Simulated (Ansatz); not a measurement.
A series of calculations on BH₂Cl and related structures

**1. Relaxation**

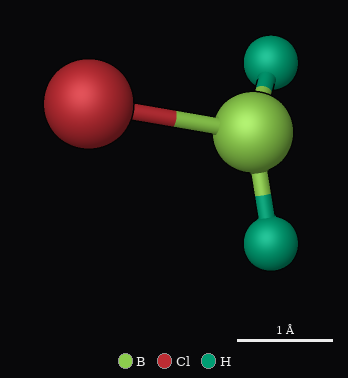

BH$_{2}$Cl, before the relaxation. The picture is a ball-and-stick view, seen at a tilt.

It is one of the separated reactants of a reaction.

These are results of RKS PBE0-D4/def2-TZVP (Ansatz), not measurements.

Input
```yaml
crystal:
  periodic: [false, false, false]
  atoms:
    - {symbol: B, position_ang: [-0.720139, -0.151693, -0.770246]}
    - {symbol: Cl, position_ang: [1.059644, -0.442379, -1.351757]}
    - {symbol: H, position_ang: [-1.418619, -1.051980, -1.132250]}
    - {symbol: H, position_ang: [-1.048212, 0.971948, -1.007311]}
basis:
  gaussian: {orbitals: def2-TZVP}
hamiltonian: {xc: pbe0, dispersion: d4}
relax: {f_tol: 0.005, max_steps: 200}
```

> Where does the relaxation end?

Over 5 geometry steps the energy falls by 0.826 eV. Largest force component: 3.9 eV/Å at the start, 0.001 eV/Å at the end. The largest move after the best rigid fit is that of B1, 0.28 Å. Largest moves by element: B 0.28 Å, H 0.10 Å, Cl 0.09 Å. Some distances before and after: B1–Cl2 1.895 → 1.733 Å, B1–H3 1.196 → 1.190 Å, B1–H4 1.194 → 1.190 Å. Among the angles between lasting bonds that change: Cl2–B1–H3 109.9° → 118.1°, H3–B1–H4 119.2° → 123.8°. The run took roughly 8 core-seconds on a shared host.

Final geometry:

```xyz
4

B    -0.6810   -0.1425   -1.0447
Cl    1.0107   -0.4377   -1.2792
H    -1.4172   -1.0776   -1.0324
H    -1.0399    0.9837   -0.9052
```

After the run, drawn alike:

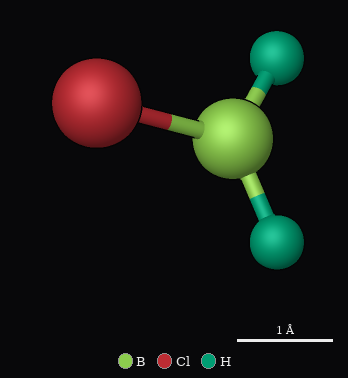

**2. Relaxation**

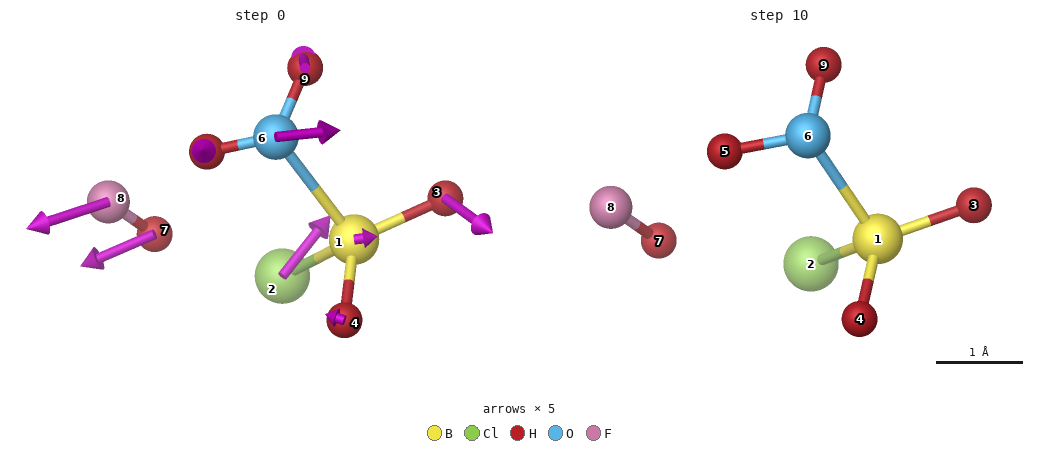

The structure of BH$_{5}$OClF (started from a transition state, displaced along its imaginary mode) before (left) and after (right) a relaxation, at one scale. The purple arrows give the displacements, 5 times their true length.

Style: ball-and-stick. Shown at a tilt.

Computed with Ansatz 0.2.0, RKS PBE0-D4/def2-TZVP. Settings: force threshold 0.005 eV/Å; at most 200 steps.

What changed between the two?

F8 moves most after the best rigid fit: 0.21 Å. Largest moves by element: F 0.21 Å, H 0.20 Å, Cl 0.19 Å, O 0.16 Å, B 0.06 Å. Some distances before and after: Cl2–H7 1.778 → 1.985 Å, H5–O6 0.859 → 0.991 Å, H7–F8 0.859 → 0.960 Å, B1–O6 1.656 → 1.589 Å. Among the angles between lasting bonds that change: B1–O6–H9 104.4° → 111.0°, H5–O6–H9 112.9° → 107.8°, B1–O6–H5 104.5° → 109.1°. Over 9 accepted moves (10 points after the start) the energy falls by 1.198 eV. Largest force component: 8.5 eV/Å at the start, 0.0028 eV/Å at the end. The line search rejected the trial step at point 5 of the run. The run took about 60 core-seconds on a shared host.

**3. Reaction**

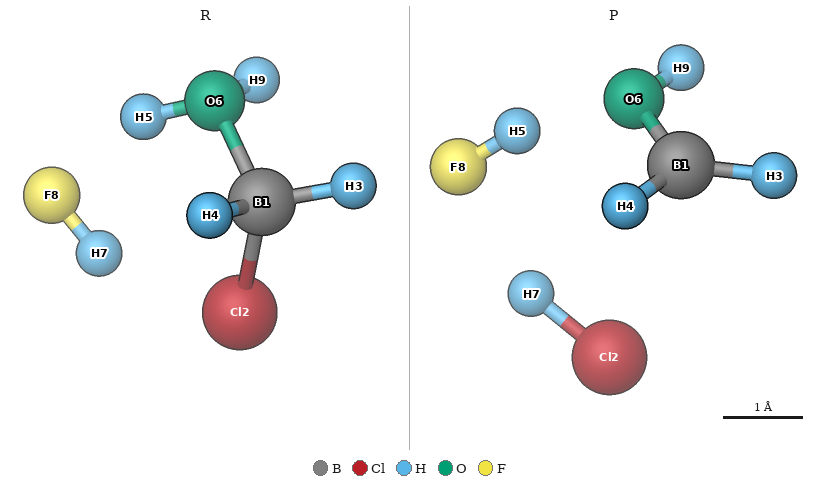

Reactant (R) and product (P) of one elementary step of BH5OClF. The picture is a ball-and-stick view, seen at a tilt.

Stationary points at PBE0-D4/def2-TZVP, single-point energies with wB97X-V, PBE-D4, wB97M-V, CCSD(T), B2PLYP, B3LYP-D4 (def2-TZVPP where no basis is named; Ansatz 0.2.0). The energies are electronic, without zero-point or thermal terms, and both ends are the minima reached downhill from the saddle, with any fragments still in contact.

R:
```xyz
9

B    -0.7209   -0.1541   -0.7691
Cl    1.0583   -0.4470   -1.3513
H    -1.4199   -1.0555   -1.1275
H    -1.0490    0.9688   -1.0095
H     0.0706    0.3262    1.1496
O    -0.6671   -0.2448    0.8166
H     1.6699    0.6953    0.1524
F     1.5516    1.0602    1.0321
H    -0.4935   -1.1491    1.1064
```

P:
```xyz
9

B    -1.2061   -0.1858   -0.5240
Cl    1.8981   -0.2138   -1.4542
H    -1.6188   -1.1401   -1.1128
H    -1.1895    0.9189   -0.9672
H     0.4680    0.6288    1.2423
O    -0.7736   -0.3263    0.7653
H     1.9163    0.4570   -0.3454
F     1.2928    1.0926    1.3068
H    -0.7871   -1.2315    1.0892
```

> What is the transition state like, and how high is the barrier?

Counted by bonded pieces, R holds BH₄ClO + HF and P holds BH₃O + HCl + HF. From R over the saddle to P, bonds form: Cl2–H7 (1.98 → 1.44 → 1.30 Å), H5–F8 (1.66 → 1.09 → 0.95 Å). Bonds break: B1–Cl2 (1.89 → 2.17 → 3.24 Å), H5–O6 (0.99 → 1.26 → 1.64 Å), H7–F8 (0.96 → 1.29 → 1.88 Å). The saddle has one imaginary mode, 740i cm⁻¹. With wB97X-V the barrier is 13.0 kcal/mol from R and 9.8 kcal/mol from P, and P lies 3.2 kcal/mol above R.

| level | barrier from R (kcal/mol) | barrier from P (kcal/mol) | P less R (kcal/mol) |
| --- | --- | --- | --- |
| wB97X-V | 13.0 | 9.8 | 3.2 |
| PBE-D4 | 8.2 | 2.5 | 5.7 |
| wB97M-V | 13.3 | 9.7 | 3.6 |
| CCSD(T) | 13.8 | 11.3 | 2.5 |
| B2PLYP | 12.3 | 10.9 | 1.3 |
| B3LYP-D4 | 11.0 | 10.0 | 1.0 |

Saddle geometry:

```xyz
9

B    -0.8203   -0.1407   -0.6383
Cl    1.2422   -0.2185   -1.3177
H    -1.2725   -1.1268   -1.1362
H    -1.1051    0.9497   -1.0233
H     0.3709    0.4489    1.1351
O    -0.6647   -0.1951    0.8098
H     1.5362    0.4675   -0.0852
F     1.3559    0.9111    1.1110
H    -0.6425   -1.0962    1.1445
```

The saddle point in the same view, with dashed sticks for the bonds that form or break:

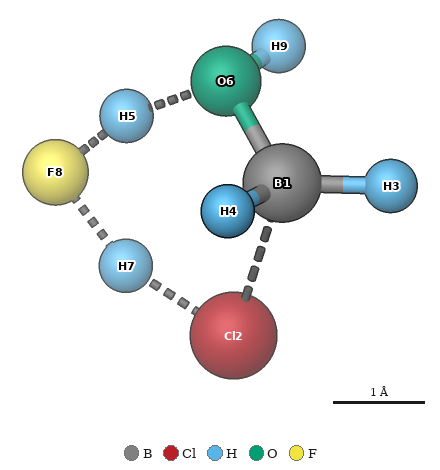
